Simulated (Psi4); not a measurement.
**CH2F2O (SMILES OC(F)F) at 5 levels**

Wanted: a comparison of 5 runs (PBE/6-31G*, PBEh-3c/def2-mSVP, PBE0/def2-SVP, B3LYP5/6-31+G*, EOM-CCSD/aug-pcseg-0) of CH2F2O. 

Program for the calculation: Psi4 1.11.

1 further run of the same task is left out (set aside as unsound or not needed).

### 1 Starting point

CH2F2O: 6 atoms, total charge 0, spin state singlet. As SMILES, `OC(F)F`. Geometry: relaxed at PBE0-D4/def2-TZVP. This is one conformer, not always the lowest.

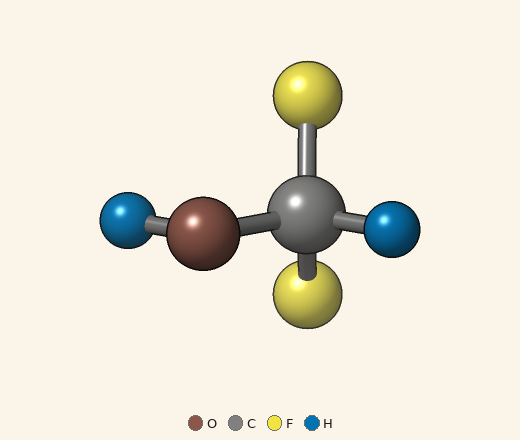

Viewed from a chosen angle; oxygen brown, carbon grey, fluorine yellow, hydrogen blue.

### 2 The energy at PBE/6-31G(d) (spherical functions) (run 1)

Input file input.inp:

```
memory 1600 mb

molecule m {
  0 1
  O      0.095100     0.985600    -0.438500
  C      0.060600    -0.137800     0.302200
  F      0.876300    -1.092500    -0.208200
  F     -1.179700    -0.684300     0.315100
  H     -0.176600     0.772900    -1.340300
  H      0.366200     0.092100     1.323500
  symmetry c1
}

set basis 6-31G*
set reference rks
set puream true
set e_convergence 1e-09
set d_convergence 1e-08
set scf_type pk
set dft_radial_points 99
set dft_spherical_points 590

result, w = energy("pbe", return_wfn=True)
oeprop(w, "MAYER_INDICES", "QUADRUPOLE", "MULLIKEN_CHARGES", title="PBE")
```

Launch:

```bash
$ psi4 -n 1 input.inp input.out
```

input.out:

```text
[...]
  Running in c1 symmetry.
[...]
  Nuclear repulsion =  134.988354426899463
[...]
  Multiplicity = 1
[...]
  Nalpha       = 17
  Nbeta        = 17
[...]
    Number of basis functions: 60
[...]
   @RKS iter   1:  -313.75136825803133   -7.77839e-02   1.03974e-02 ADIIS/DIIS
[...]
   @RKS iter  12:  -313.89027174518611   -9.66338e-13   8.46565e-10 DIIS
[...]
  @RKS Final Energy:  -313.89027174518611
   => Energetics <=
    Nuclear Repulsion Energy =            134.9883544268994626
    One-Electron Energy =                -702.9865993714084880
    Two-Electron Energy =                 289.5378277368824911
    DFT Exchange-Correlation Energy =     -35.4298545375595921
    Empirical Dispersion Energy =           0.0000000000000000
    VV10 Nonlocal Energy =                  0.0000000000000000
    Total Energy =                       -313.8902717451861122
[...]
 Multipole Moments:
 ------------------------------------------------------------------------------------
     Multipole            Electronic (a.u.)      Nuclear  (a.u.)        Total (a.u.)
 ------------------------------------------------------------------------------------
 L = 1.  Multiply by 2.5417464519 to convert [e a0] to [Debye]
 Dipole X            :         -0.4860858            0.4640744           -0.0220115
 Dipole Y            :         -2.3145929            2.4898762            0.1752833
 Dipole Z            :         -0.1041527           -0.1188417           -0.2229944
 Magnitude           :                                                    0.2844912
 L = 2.  Multiply by 1.3450342976 to convert [e a0^2] to [Debye ang]
 Quadrupole XX       :        -87.0852357           70.1313273          -16.9539084
 Quadrupole XY       :          3.6227170           -3.8584302           -0.2357132
[...]
  Mulliken Charges: (a.u.)
   Center  Symbol    Alpha    Beta     Spin     Total
       1     O     4.27182  4.27182  0.00000 -0.54364
       2     C     2.72592  2.72592  0.00000  0.54817
       3     F     4.63723  4.63723  0.00000 -0.27446
       4     F     4.63721  4.63721  0.00000 -0.27441
       5     H     0.29551  0.29551  0.00000  0.40898
       6     H     0.43232  0.43232  0.00000  0.13536
   Total alpha = 17.00000, Total beta = 17.00000, Total charge = -0.00000
  Mayer Bond Indices:
[...]
```

Run time: 9 s. Hardware: 1 thread of Intel Xeon 6975P-C (Granite Rapids), shared host; peak memory 0.79 GiB.

### 3 The energy at PBEh-3c/def2-mSVP (run 2)

Input file ch2f2o.xyz:

```xyz
6
CH2F2O
O      0.095100     0.985600    -0.438500
C      0.060600    -0.137800     0.302200
F      0.876300    -1.092500    -0.208200
F     -1.179700    -0.684300     0.315100
H     -0.176600     0.772900    -1.340300
H      0.366200     0.092100     1.323500
```

Input file job.py:

```python
import psi4

psi4.set_memory('1600 MB')
psi4.set_num_threads(1)
psi4.set_output_file('psi4.out', False)

with open('ch2f2o.xyz') as f:
    atoms = ''.join(f.readlines()[2:])
m = psi4.geometry('0 1\n' + atoms + 'symmetry c1')

psi4.set_options(dict(scf_type='pk'))

energy_value, wavefunction = psi4.energy('PBEH-3C', return_wfn=True)
print(f'total energy {energy_value:.8f} hartree = {energy_value * 27.211386:.5f} eV')
```

Launch:

```bash
$ python job.py
```

psi4.out:

```text
[...]
  Running in c1 symmetry.
[...]
  Nuclear repulsion =  134.988354426899463
[...]
  Multiplicity = 1
[...]
  Nalpha       = 17
  Nbeta        = 17
[...]
    Number of basis functions: 64
[...]
   @RKS iter   1:  -313.50631202038107   -3.16036e-01   8.15472e-03 ADIIS/DIIS
[...]
   @RKS iter   8:  -313.59823368879859   -7.70575e-09   2.39837e-07 DIIS
[...]
    Orbital Energies [Eh]
    ---------------------
    Doubly Occupied:
       1A    -25.108643     2A    -25.108542     3A    -19.540033
       4A    -10.656704     5A     -1.396493     6A     -1.323819
       7A     -1.188852     8A     -0.788321     9A     -0.670141
      10A     -0.633766    11A     -0.632867    12A     -0.536866
      13A     -0.507805    14A     -0.475784    15A     -0.460985
      16A     -0.444995    17A     -0.409406
[...]
  @RKS Final Energy:  -313.59823368879859
   => Energetics <=
    Nuclear Repulsion Energy =            134.9883544268994626
    One-Electron Energy =                -702.8283750614343717
    Two-Electron Energy =                 274.9913362209919683
    DFT Exchange-Correlation Energy =     -20.7761589418174637
    Empirical Dispersion Energy =           0.0266096665617797
    VV10 Nonlocal Energy =                  0.0000000000000000
    Total Energy =                       -313.5982336887985866
[...]
 Multipole Moments:
 ------------------------------------------------------------------------------------
     Multipole            Electronic (a.u.)      Nuclear  (a.u.)        Total (a.u.)
 ------------------------------------------------------------------------------------
 L = 1.  Multiply by 2.5417464519 to convert [e a0] to [Debye]
 Dipole X            :         -0.4661809            0.4640744           -0.0021065
 Dipole Y            :         -2.2538067            2.4898762            0.2360694
 Dipole Z            :         -0.0733654           -0.1188417           -0.1922071
 Magnitude           :                                                    0.3044286
[...]
```

The script printed:

```text
total energy -313.59823369 hartree = -8533.44259 eV
```

Run time: 5.7 s. Hardware: 1 thread of Intel Xeon 6975P-C (Granite Rapids), shared host; peak memory 0.46 GiB.

### 4 Energy and forces at PBE0/def2-SVP (run 3)

Input file ch2f2o.json:

```json
{
 "schema_name": "qcschema_input",
 "schema_version": 1,
 "molecule": {
  "schema_name": "qcschema_molecule",
  "schema_version": 2,
  "symbols": ["O", "C", "F", "F", "H", "H"],
  "geometry": [0.17971295, 1.86251407, -0.82864491, 0.1145174, -0.26040426, 0.57107523, 1.655967, -2.06452579, -0.39344098, -2.22930991, -1.29313959, 0.5954527, -0.33372563, 1.46056932, -2.53279992, 0.69201771, 0.17404378, 2.50105253],
  "molecular_charge": 0,
  "molecular_multiplicity": 1,
  "fix_symmetry": "c1"
 },
 "driver": "gradient",
 "model": {
  "method": "pbe0",
  "basis": "def2-SVP"
 },
 "keywords": {
  "reference": "rks",
  "puream": true,
  "e_convergence": 1e-09,
  "d_convergence": 1e-08,
  "scf_type": "pk",
  "dft_radial_points": 99,
  "dft_spherical_points": 590,
  "scf_properties": ["MULLIKEN_CHARGES", "MAYER_INDICES", "LOWDIN_CHARGES"]
 }
}
```

Launch:

```bash
$ psi4 --qcschema ch2f2o.json -n 1 --memory 1600MB
```

stdout:

```text
[...]
  Running in c1 symmetry.
[...]
  Nuclear repulsion =  134.988354512908330
[...]
  Multiplicity = 1
[...]
  Nalpha       = 17
  Nbeta        = 17
[...]
    Number of basis functions: 66
[...]
   @RKS iter   1:  -313.56983602808270   -2.03112e-01   8.31710e-03 DIIS/ADIIS
[...]
   @RKS iter  10:  -313.67338141779476   -1.47793e-12   4.69848e-09 DIIS
[...]
    Orbital Energies [Eh]
    ---------------------
    Doubly Occupied:
       1A    -24.783601     2A    -24.783498     3A    -19.255272
       4A    -10.439219     5A     -1.286983     6A     -1.212672
       7A     -1.093885     8A     -0.720215     9A     -0.615269
      10A     -0.579570    11A     -0.578878    12A     -0.478965
      13A     -0.450182    14A     -0.421634    15A     -0.410411
      16A     -0.395664    17A     -0.360418
[...]
  @RKS Final Energy:  -313.67338141779476
   => Energetics <=
    Nuclear Repulsion Energy =            134.9883545129083302
    One-Electron Energy =                -702.4638656008926318
    Two-Electron Energy =                 280.6463606827543344
    DFT Exchange-Correlation Energy =     -26.8442310125648227
    Empirical Dispersion Energy =           0.0000000000000000
    VV10 Nonlocal Energy =                  0.0000000000000000
    Total Energy =                       -313.6733814177947579
[...]
 Multipole Moments:
 ------------------------------------------------------------------------------------
     Multipole            Electronic (a.u.)      Nuclear  (a.u.)        Total (a.u.)
 ------------------------------------------------------------------------------------
 L = 1.  Multiply by 2.5417464519 to convert [e a0] to [Debye]
 Dipole X            :         -0.4584224            0.4640744            0.0056519
 Dipole Y            :         -2.2353479            2.4898762            0.2545283
 Dipole Z            :         -0.0572630           -0.1188417           -0.1761046
 Magnitude           :                                                    0.3095633
[...]
  -Total Gradient:
     Atom            X                  Y                   Z
    ------   -----------------  -----------------  -----------------
       1       -0.000788011744     0.001479938479    -0.004235841931
       2        0.003415675278     0.004490276952     0.010010136768
       3        0.002109506650    -0.003156328556    -0.001312502318
       4       -0.003421522216    -0.002036092352     0.000101192383
       5        0.000675068206     0.001174758856     0.001734088958
       6       -0.001986508882    -0.001941509349    -0.006289327771
[...]
```

The result, in JSON:

```text
{
 "driver": "gradient",
 "model": {
  "method": "pbe0",
  "basis": "def2-SVP"
 },
 "success": true,
 "return_result": [-0.0007880117436881301, 0.0014799384793462433, -0.004235841930504344, 0.0034156752784003097, 0.004490276951910311, 0.010010136767942782, 0.0021095066504418225, -0.0031563285561404253, -0.001312502317563663, -0.0034215222160743353, -0.0020360923520670315, 0.00010119238334304389, 0.0006750682062591495, 0.001174758855551107, 0.0017340889578612018, -0.0019865088815053597, -0.001941509349286566, -0.006289327771052344],
 "properties": {
  "calcinfo_nbasis": 66,
  "calcinfo_nmo": 66,
  "calcinfo_nalpha": 17,
  "calcinfo_nbeta": 17,
  "calcinfo_natom": 6,
  "nuclear_repulsion_energy": 134.98835451290833,
  "return_energy": -313.67338141779476,
  "return_gradient": [-0.0007880117436881301, 0.0014799384793462433, -0.004235841930504344, 0.0034156752784003097, 0.004490276951910311, 0.010010136767942782, 0.0021095066504418225, -0.0031563285561404253, -0.001312502317563663, -0.0034215222160743353, -0.0020360923520670315, 0.00010119238334304389, 0.0006750682062591495, 0.001174758855551107, 0.0017340889578612018, -0.0019865088815053597, -0.001941509349286566, -0.006289327771052344],
  "scf_one_electron_energy": -702.4638656008926,
  "scf_two_electron_energy": 280.64636068275433,
  "scf_xc_energy": -26.844231012564823,
  "scf_dipole_moment": [0.005651944589154578, 0.25452825331570805, -0.17610464235918233],
  "scf_total_energy": -313.67338141779476,
  "scf_total_gradient": [-0.0007880117436881301, 0.0014799384793462433, -0.004235841930504344, 0.0034156752784003097, 0.004490276951910311, 0.010010136767942782, 0.0021095066504418225, -0.0031563285561404253, -0.001312502317563663, -0.0034215222160743353, -0.0020360923520670315, 0.00010119238334304389, 0.0006750682062591495, 0.001174758855551107, 0.0017340889578612018, -0.0019865088815053597, -0.001941509349286566, -0.006289327771052344],
  "scf_iterations": 10
 }
}
```

Run time: 9 s. Hardware: 1 thread of Intel Xeon 6975P-C (Granite Rapids), shared host; peak memory 0.84 GiB.

Run 4 isn't shown in full; the table further down has it.

### 5 The excited states at EOM-CCSD/aug-pcseg-0 (run 5)

Input file input.dat:

```
memory 1600 MB

molecule molecule1 {
  O
  C 1 1.346051
  F 2 1.35548 1 111.41958
  F 2 1.355423 1 111.41946 3 -117.75893
  H 1 0.96556 2 108.83707 4 -58.88247
  H 2 1.09055 1 109.40301 5 179.99593
  units angstrom
  symmetry c1
  no_reorient
  no_com
}

set {
  basis aug-pcseg-0
  reference rhf
  scf_type pk
  freeze_core true
  roots_per_irrep [3]
}

energy("eom-ccsd")
print_variables()
```

Launch:

```bash
$ psi4 -n 1 input.dat output.dat
```

output.dat:

```text
[...]
  Running in c1 symmetry.
[...]
  Nuclear repulsion =  134.988384630470648
[...]
  Multiplicity = 1
[...]
  Nalpha       = 17
  Nbeta        = 17
[...]
    Number of basis functions: 58
[...]
   @RHF iter   1:  -311.75186470844528   -3.35252e-01   8.97542e-03 DIIS/ADIIS
[...]
   @RHF iter  11:  -311.86559268096272   -1.42109e-12   2.75667e-09 DIIS
[...]
    Orbital Energies [Eh]
    ---------------------
    Doubly Occupied:
       1A    -26.363797     2A    -26.363766     3A    -20.652223
       4A    -11.508487     5A     -1.720918     6A     -1.638951
       7A     -1.470044     8A     -0.983138     9A     -0.845999
      10A     -0.815175    11A     -0.803825    12A     -0.718931
      13A     -0.701938    14A     -0.662079    15A     -0.618086
      16A     -0.600141    17A     -0.575167
[...]
  @RHF Final Energy:  -311.86559268096272
   => Energetics <=
    Nuclear Repulsion Energy =            134.9883846304706481
    One-Electron Energy =                -699.6226256113059208
    Two-Electron Energy =                 252.7686482998726092
    Total Energy =                       -311.8655926809627204
[...]
 Multipole Moments:
 ------------------------------------------------------------------------------------
     Multipole            Electronic (a.u.)      Nuclear  (a.u.)        Total (a.u.)
 ------------------------------------------------------------------------------------
 L = 1.  Multiply by 2.5417464519 to convert [e a0] to [Debye]
 Dipole X            :         -1.0342302            1.1433181            0.1090879
 Dipole Y            :         -0.6243201            0.6902281            0.0659081
 Dipole Z            :          1.8704090           -2.1553135           -0.2849045
 Magnitude           :                                                    0.3121132
[...]
      * MP2 total energy                      = -312.345147417511384
[...]
      * CCSD total energy                     = -312.352939374833227
[...]
                     Excitation Energy              Total Energy
[...]
```

Wall time 31 s (1 thread of Intel Xeon 6975P-C (Granite Rapids), shared host); peak memory 0.59 GiB.

The roots found:

| excited state | energy (eV) |
| --- | --- |
| 1 | 9.276 |
| 2 | 10.576 |
| 3 | 10.730 |

### 6 All runs side by side

| run | level | integration grid | SCF convergence threshold | energy (Eh) | dipole moment (D) | HOMO energy (eV) | LUMO energy (eV) | wall time |
| --- | --- | --- | --- | --- | --- | --- | --- | --- |
| 1 | PBE/6-31G* (spherical functions) | 99 radial × 590 angular | 1e-09 | -313.890272 | 0.72 | -7.49 | 1.33 | 9 s |
| 2 | PBEh-3c/def2-mSVP | 75 radial × 302 angular | – | -313.598234 | 0.77 | -11.14 | 3.43 | 5.7 s |
| 3 | PBE0/def2-SVP | 99 radial × 590 angular | 1e-09 | -313.673381 | 0.79 | -9.81 | 1.84 | 9 s |
| 4 | B3LYP5/6-31+G* (density fitting, Cartesian functions) | 75 radial × 302 angular | – | -314.108168 | 0.75 | -9.74 | 0.08 | 4.2 s |
| 5 | EOM-CCSD/aug-pcseg-0 | – | – | -312.352939 | – | -15.65 | 1.15 | 31 s |

### 7 Summary of results

```
                                    quantity          value
    run 5: ground-state or mean-field energy  -312.35294 Eh
  run 5: HOMO energy (Hartree–Fock orbitals)      -15.65 eV
  run 5: LUMO energy (Hartree–Fock orbitals)        1.15 eV
run 5: HOMO–LUMO gap (Hartree–Fock orbitals)       16.80 eV
                        run 5: T1 diagnostic          0.014
             run 5: lowest excitation energy        9.28 eV
```

What this shows: Over runs 1, 2, 3, 4 the dipole moment (its size) runs from 0.72 D (PBE/6-31G*) to 0.79 D (PBE0/def2-SVP). The two ends differ in method and basis. Over runs 1, 2, 3, 4 the HOMO–LUMO gap runs from 8.81 eV (PBE/6-31G*) to 14.57 eV (PBEh-3c/def2-mSVP). Totals of different functionals can't be ranked against each other. All runs together took 59 s, the longest 31 s.
